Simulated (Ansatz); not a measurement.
## Electronic structure of AlH3O2···PH3 in real space

```yaml
atoms:
  - { symbol: Al, position_ang: [0.1109, -0.4051, 0.1888] }
  - { symbol: H, position_ang: [-0.3586, -0.8474, 1.6316] }
  - { symbol: O, position_ang: [1.7828, -0.4051, -0.1636] }
  - { symbol: H, position_ang: [2.0751, -0.2121, -1.0597] }
  - { symbol: O, position_ang: [-0.9726, -0.0563, -1.0916] }
  - { symbol: H, position_ang: [-1.9218, -0.1069, -0.9447] }
  - { symbol: P, position_ang: [0.2724, 2.8982, 1.2536] }
  - { symbol: H, position_ang: [1.3549, 2.0569, 0.8759] }
  - { symbol: H, position_ang: [-0.6088, 2.3753, 0.2652] }
  - { symbol: H, position_ang: [-0.1792, 2.0133, 2.2713] }
```

Theory: RKS PBE0-D4/6-31G* in Ansatz 0.2.0.

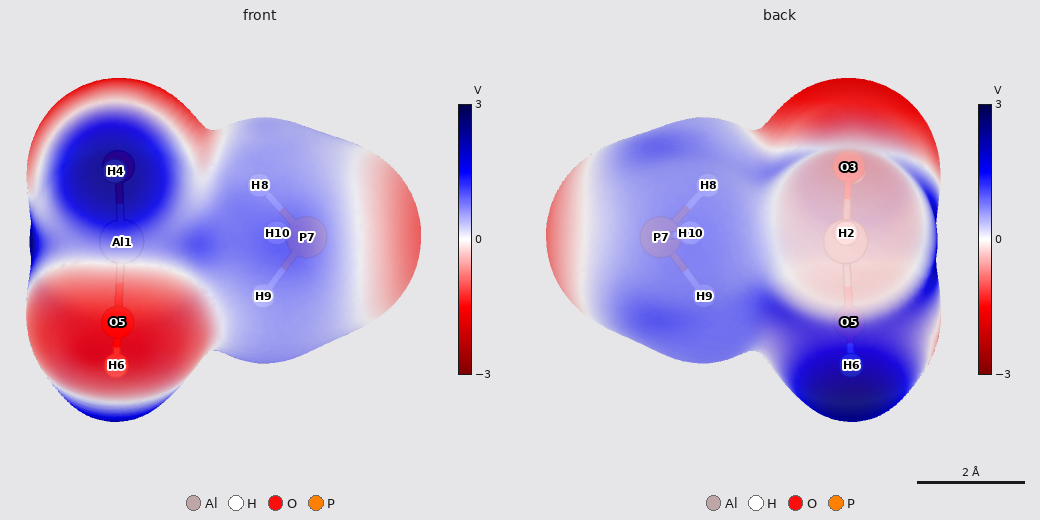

Figure 1. The electrostatic potential painted on the density surface at 0.002 e/bohr³, seen from the front and from behind; the colour scale runs from red (negative) to blue (positive).

Which sites attract a positive test charge, and which a negative one?

Answer. A positive charge is drawn to the negative regions and a negative charge to the positive ones. The most negative region (about −1.7 V) lies over O3, the most positive (about +2.6 V) over Al1 and H6. O3 is the likeliest acceptor of a hydrogen bond.

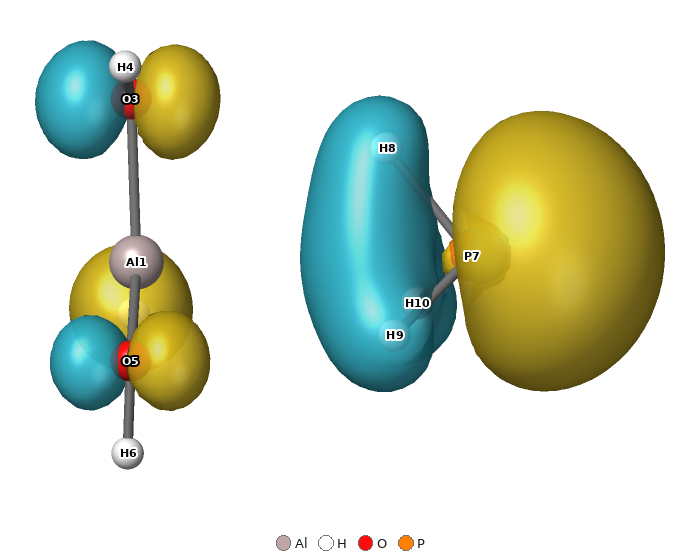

Figure 2. The HOMO at ±0.1 Å⁻³ᐟ² (yellow and cyan are the two phases), seen at a tilt.

What is the character of this orbital?

Answer. By Hirshfeld shares it lies mainly on P7 (about 70 %); largely a lone pair of P7. Its energy is −7.92 eV.

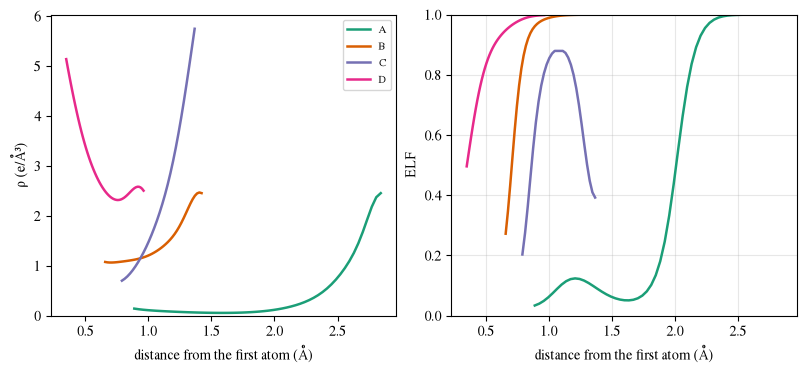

Figure 3. Electron density and electron localisation function along straight lines between neighbouring atoms. The curves leave out the atomic cores.

Which curve belongs to which contact (Al–H, Al–O, O–H and P–H)? The first atom named is at distance zero.

Answer. Curve A: Al1···H8 (2.84 Å): the density falls to about 0.05 e/Å³ on the way; the ELF climbs to about 1 towards the hydrogen. Curve B: P–H (1.42 Å): ρ at the midpoint is about 1.1 e/Å³; the ELF climbs to about 1 towards the hydrogen. Curve C: Al–O (1.71 Å): the density is about 0.84 e/Å³ at the midpoint; the ELF peaks at about 0.90 in the valence shell of O, 0.7 Å from its nucleus, and is about 0.45 at the midpoint. Curve D: O–H (0.96 Å): ρ at the midpoint is about 3.6 e/Å³; the ELF climbs to about 1 towards the hydrogen: an ordinary covalent bond to hydrogen.
